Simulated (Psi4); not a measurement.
## Geometry relaxation, with input and output: Cl₂ (part 2 of 4)

Continued. System: Cl₂, SMILES ClCl. Method: B3LYP/cc-pVDZ, RKS (Psi4 1.11). The geometry comes from this level: PBE0-D4/def2-TZVP.

Geometry of the input (Å):
```
Cl 0.8457  -0.2816  0.4336
Cl -0.8457  0.2816  -0.4336
```

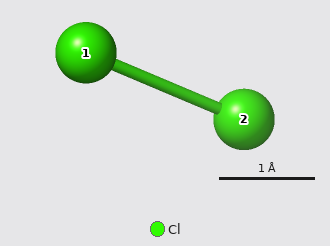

Figure 1. The structure as given in the input (ball-and-stick view, seen at an oblique angle; atoms are numbered from 1 in the order of the input).

**Log, continued**
```
 L = 1.  Multiply by 2.5417464519 to convert [e a0] to [Debye]
 Dipole X            :          0.0000000            0.0000000            0.0000000
 Dipole Y            :         -0.0000000            0.0000000           -0.0000000
 Dipole Z            :          0.0000000            0.0000000            0.0000000
 Magnitude           :                                                    0.0000000

 ------------------------------------------------------------------------------------

	total time  =          3 seconds =       0.05 minutes

         ------------------------------------------------------------
                                   SCF GRAD
         ------------------------------------------------------------

  ==> Geometry <==

    Molecular point group: c1
    Full point group: D_inf_h

    Geometry (in Bohr), charge = 0, multiplicity = 1:

       Center              X                  Y                   Z               Mass
    ------------   -----------------  -----------------  -----------------  -----------------
         CL           1.908937023568    -0.000000000000    -0.000000000000    34.968852682000
         CL          -1.908937023568     0.000000000000     0.000000000000    34.968852682000

  Nuclear repulsion =   75.696577841999826

   => Molecular Quadrature <=

    Radial Scheme          =       TREUTLER
    Pruning Scheme         =           NONE
    Nuclear Scheme         =       TREUTLER

    Blocking Scheme        =         OCTREE
    BS radius alpha        =              1
    Pruning alpha          =              1
    Radial Points          =             99
    Spherical Points       =            590
    Total Points           =         102396
    Total Blocks           =            834
    Max Points             =            256
    Max Functions          =             36
    Weights Tolerance      =       1.00E-15

  -Total Gradient:
     Atom            X                  Y                   Z
    ------   -----------------  -----------------  -----------------
       1       -0.010198201727    -0.000000000000     0.000000000000
       2        0.010198201726     0.000000000000    -0.000000000000

	total time  =          5 seconds =       0.08 minutes

    			-----------------------------------------

    			 OPTKING 3.0: for geometry optimizations

    			        with contributions from

    			-----------------------------------------

	                            ===> Fragment 1 <==

	 Z (Atomic Numbers)          Masses                          Geom
	      17.000000            34.968853          1.90893702 -0.00000000 -0.00000000
	      17.000000            34.968853         -1.90893702  0.00000000  0.00000000

	 - Coordinate -           - BOHR/RAD -       - ANG/DEG -
	 R(1,2)           =         3.817874           2.020332

	        --- Internal Coordinate Step in ANG or DEG, aJ/ANG or AJ/DEG ---
	-------------------------------------------------------------------------------
	           Coordinate      Previous         Force          Change          New
	           ----------      --------        ------          ------        ------
	               R(1,2)       2.02033        0.08402        0.02379       2.04412
	-------------------------------------------------------------------------------

	                                 ==> Convergence Check <==

	Measures of convergence in internal coordinates in au.

	Criteria marked as inactive (o), active & met (*), and active & unmet ( ).

	----------------------------------------------------------------------------------------------
	   Step    Total Energy     Delta E     Max Force     RMS Force      Max Disp      RMS Disp
	----------------------------------------------------------------------------------------------
	  Convergence Criteria              o    1.50e-05 *    1.00e-05 *    6.00e-05 *    4.00e-05 *
	----------------------------------------------------------------------------------------------
	     2    -920.39649568   -1.29e-03 o    1.02e-02      1.02e-02      4.50e-02      4.50e-02    ~
	----------------------------------------------------------------------------------------------

Next Geometry in Ang
	Fragment 1 (Ang)

	   Cl   1.0220607800  -0.0000000000  -0.0000000000
	   Cl  -1.0220607800   0.0000000000   0.0000000000

    Structure for next step:
    Molecular point group: c1
    Full point group: D_inf_h

    Geometry (in Bohr), charge = 0, multiplicity = 1:

    CL           1.931414957678    -0.000000000000    -0.000000000000
    CL          -1.931414957678     0.000000000000     0.000000000000

gradient() will perform analytic gradient computation.

  ==> Geometry <==

    Molecular point group: c1
    Full point group: D_inf_h

    Geometry (in Bohr), charge = 0, multiplicity = 1:

       Center              X                  Y                   Z               Mass
    ------------   -----------------  -----------------  -----------------  -----------------
         CL           1.931414957678    -0.000000000000    -0.000000000000    34.968852682000
         CL          -1.931414957678     0.000000000000     0.000000000000    34.968852682000

  Running in c1 symmetry.

  Rotational constants: A = ************  B =      0.23074  C =      0.23074 [cm^-1]
  Rotational constants: A = ************  B =   6917.55107  C =   6917.55107 [MHz]
  Nuclear repulsion =   74.815616098231970

  Charge       = 0
  Multiplicity = 1
  Electrons    = 34
  Nalpha       = 17
  Nbeta        = 17

   => Molecular Quadrature <=

    Radial Scheme          =       TREUTLER
    Pruning Scheme         =           NONE
    Nuclear Scheme         =       TREUTLER

    Blocking Scheme        =         OCTREE
    BS radius alpha        =              1
    Pruning alpha          =              1
    Radial Points          =             99
    Spherical Points       =            590
    Total Points           =         102414
    Total Blocks           =            834
    Max Points             =            254
    Max Functions          =             36
    Weights Tolerance      =       1.00E-15

  ==> DiskJK: Disk-Based J/K Matrices <==

    J tasked:                  Yes
    K tasked:                  Yes
    wK tasked:                  No
    Memory [MiB]:             1039
    Schwarz Cutoff:          1E-12

  Cached 100.0% of DFT collocation blocks in 0.102 [GiB].

  Minimum eigenvalue in the overlap matrix is 3.5596806809E-02.
  Reciprocal condition number of the overlap matrix is 1.3825956277E-02.
    Using symmetric orthogonalization.

  ==> Iterations <==

                        Total Energy        Delta E     RMS |[F,P]|

   @RKS iter   0:  -920.38894816351012   -9.20389e+02   1.12252e-03
   @RKS iter   1:  -920.39671654004655   -7.76838e-03   2.27351e-04 ADIIS/DIIS
   @RKS iter   2:  -920.39672357020709   -7.03016e-06   2.03996e-04 ADIIS/DIIS
   @RKS iter   3:  -920.39675260992897   -2.90397e-05   1.03492e-05 DIIS
   @RKS iter   4:  -920.39675268278893   -7.28600e-08   7.03894e-07 DIIS
   @RKS iter   5:  -920.39675268320559   -4.16662e-10   3.38806e-08 DIIS
   @RKS iter   6:  -920.39675268320684   -1.25056e-12   1.96034e-09 DIIS
  Energy and wave function converged.

  ==> Post-Iterations <==

   Electrons on quadrature grid:
      Ntotal   =   34.0000002272 ; deviation = 2.272e-07

    Final Occupation by Irrep:
              A
    DOCC [    17 ]
    NA   [    17 ]
    NB   [    17 ]

  @RKS Final Energy:  -920.39675268320684

   => Energetics <=

    Nuclear Repulsion Energy =             74.8156160982319705
    One-Electron Energy =               -1419.2372582776433774
    Two-Electron Energy =                 469.5153008281125153
    DFT Exchange-Correlation Energy =     -45.4904113319077581
    Empirical Dispersion Energy =           0.0000000000000000
    VV10 Nonlocal Energy =                  0.0000000000000000
    Total Energy =                       -920.3967526832068415

Computation Completed

Properties will be evaluated at   0.000000,   0.000000,   0.000000 [a0]

Properties computed using the SCF density matrix

 Multipole Moments:

 ------------------------------------------------------------------------------------
     Multipole            Electronic (a.u.)      Nuclear  (a.u.)        Total (a.u.)
 ------------------------------------------------------------------------------------

 L = 1.  Multiply by 2.5417464519 to convert [e a0] to [Debye]
 Dipole X            :         -0.0000000            0.0000000           -0.0000000
 Dipole Y            :         -0.0000000            0.0000000           -0.0000000
 Dipole Z            :         -0.0000000            0.0000000           -0.0000000
 Magnitude           :                                                    0.0000000

 ------------------------------------------------------------------------------------

	total time  =          3 seconds =       0.05 minutes

         ------------------------------------------------------------
                                   SCF GRAD
         ------------------------------------------------------------

  ==> Geometry <==

    Molecular point group: c1
    Full point group: D_inf_h

    Geometry (in Bohr), charge = 0, multiplicity = 1:

       Center              X                  Y                   Z               Mass
    ------------   -----------------  -----------------  -----------------  -----------------
         CL           1.931414957678    -0.000000000000    -0.000000000000    34.968852682000
         CL          -1.931414957678     0.000000000000     0.000000000000    34.968852682000

  Nuclear repulsion =   74.815616098231970

   => Molecular Quadrature <=

    Radial Scheme          =       TREUTLER
    Pruning Scheme         =           NONE
    Nuclear Scheme         =       TREUTLER

    Blocking Scheme        =         OCTREE
    BS radius alpha        =              1
    Pruning alpha          =              1
    Radial Points          =             99
    Spherical Points       =            590
    Total Points           =         102414
    Total Blocks           =            834
    Max Points             =            254
    Max Functions          =             36
    Weights Tolerance      =       1.00E-15

  -Total Gradient:
     Atom            X                  Y                   Z
    ------   -----------------  -----------------  -----------------
       1       -0.001395459712     0.000000000000    -0.000000000000
       2        0.001395459712    -0.000000000000    -0.000000000000

	total time  =          5 seconds =       0.08 minutes

    			-----------------------------------------

    			 OPTKING 3.0: for geometry optimizations

    			        with contributions from

    			-----------------------------------------

	                            ===> Fragment 1 <==

	 Z (Atomic Numbers)          Masses                          Geom
	      17.000000            34.968853          1.93141496 -0.00000000 -0.00000000
	      17.000000            34.968853         -1.93141496  0.00000000  0.00000000

	 - Coordinate -           - BOHR/RAD -       - ANG/DEG -
	 R(1,2)           =         3.862830           2.044122

	        --- Internal Coordinate Step in ANG or DEG, aJ/ANG or AJ/DEG ---
	-------------------------------------------------------------------------------
	           Coordinate      Previous         Force          Change          New
	           ----------      --------        ------          ------        ------
	               R(1,2)       2.04412        0.01150        0.00344       2.04756
	-------------------------------------------------------------------------------

	                                 ==> Convergence Check <==

	Measures of convergence in internal coordinates in au.

	Criteria marked as inactive (o), active & met (*), and active & unmet ( ).

	----------------------------------------------------------------------------------------------
	   Step    Total Energy     Delta E     Max Force     RMS Force      Max Disp      RMS Disp
	----------------------------------------------------------------------------------------------
	  Convergence Criteria              o    1.50e-05 *    1.00e-05 *    6.00e-05 *    4.00e-05 *
	----------------------------------------------------------------------------------------------
	     3    -920.39675268   -2.57e-04 o    1.40e-03      1.40e-03      6.50e-03      6.50e-03    ~
	----------------------------------------------------------------------------------------------

Next Geometry in Ang
	Fragment 1 (Ang)

	   Cl   1.0237812304  -0.0000000000  -0.0000000000
	   Cl  -1.0237812304   0.0000000000   0.0000000000

    Structure for next step:
    Molecular point group: c1
    Full point group: D_inf_h

    Geometry (in Bohr), charge = 0, multiplicity = 1:

    CL           1.934666137900    -0.000000000000    -0.000000000000
    CL          -1.934666137900     0.000000000000     0.000000000000

gradient() will perform analytic gradient computation.

  ==> Geometry <==

    Molecular point group: c1
    Full point group: D_inf_h

    Geometry (in Bohr), charge = 0, multiplicity = 1:

       Center              X                  Y                   Z               Mass
    ------------   -----------------  -----------------  -----------------  -----------------
         CL           1.934666137900    -0.000000000000    -0.000000000000    34.968852682000
         CL          -1.934666137900     0.000000000000     0.000000000000    34.968852682000

  Running in c1 symmetry.

  Rotational constants: A = ************  B =      0.22997  C =      0.22997 [cm^-1]
  Rotational constants: A = ************  B =   6894.32090  C =   6894.32090 [MHz]
  Nuclear repulsion =   74.689889469444793

  Charge       = 0
  Multiplicity = 1
  Electrons    = 34
  Nalpha       = 17
  Nbeta        = 17

   => Molecular Quadrature <=

    Radial Scheme          =       TREUTLER
    Pruning Scheme         =           NONE
    Nuclear Scheme         =       TREUTLER

    Blocking Scheme        =         OCTREE
    BS radius alpha        =              1
    Pruning alpha          =              1
    Radial Points          =             99
    Spherical Points       =            590
    Total Points           =         102422
    Total Blocks           =            832
    Max Points             =            255
    Max Functions          =             36
    Weights Tolerance      =       1.00E-15

  ==> DiskJK: Disk-Based J/K Matrices <==

    J tasked:                  Yes
    K tasked:                  Yes
    wK tasked:                  No
    Memory [MiB]:             1039
    Schwarz Cutoff:          1E-12

  Cached 100.0% of DFT collocation blocks in 0.102 [GiB].

  Minimum eigenvalue in the overlap matrix is 3.5788238705E-02.
  Reciprocal condition number of the overlap matrix is 1.3915537173E-02.
    Using symmetric orthogonalization.

  ==> Iterations <==

                        Total Energy        Delta E     RMS |[F,P]|

   @RKS iter   0:  -920.39563565211211   -9.20396e+02   1.59934e-04
   @RKS iter   1:  -920.39675714874397   -1.12150e-03   3.24034e-05 DIIS
   @RKS iter   2:  -920.39675728817338   -1.39429e-07   2.91589e-05 DIIS
   @RKS iter   3:  -920.39675788177215   -5.93599e-07   1.43859e-06 DIIS
   @RKS iter   4:  -920.39675788317879   -1.40665e-09   1.04458e-07 DIIS
   @RKS iter   5:  -920.39675788318846   -9.66338e-12   5.02131e-09 DIIS
  Energy and wave function converged.

  ==> Post-Iterations <==

   Electrons on quadrature grid:
      Ntotal   =   34.0000002311 ; deviation = 2.311e-07

    Final Occupation by Irrep:
              A
    DOCC [    17 ]
    NA   [    17 ]
    NB   [    17 ]

  @RKS Final Energy:  -920.39675788318846

   => Energetics <=

    Nuclear Repulsion Energy =             74.6898894694447932
    One-Electron Energy =               -1418.9858830964130902
    Two-Electron Energy =                 469.3886851124767077
    DFT Exchange-Correlation Energy =     -45.4894493686968602
    Empirical Dispersion Energy =           0.0000000000000000
    VV10 Nonlocal Energy =                  0.0000000000000000
    Total Energy =                       -920.3967578831885703

Computation Completed

Properties will be evaluated at   0.000000,   0.000000,   0.000000 [a0]

Properties computed using the SCF density matrix

 Multipole Moments:

 ------------------------------------------------------------------------------------
     Multipole            Electronic (a.u.)      Nuclear  (a.u.)        Total (a.u.)
 ------------------------------------------------------------------------------------

 L = 1.  Multiply by 2.5417464519 to convert [e a0] to [Debye]
 Dipole X            :         -0.0000000            0.0000000           -0.0000000
 Dipole Y            :         -0.0000000            0.0000000           -0.0000000
 Dipole Z            :         -0.0000000            0.0000000           -0.0000000
 Magnitude           :                                                    0.0000000
```
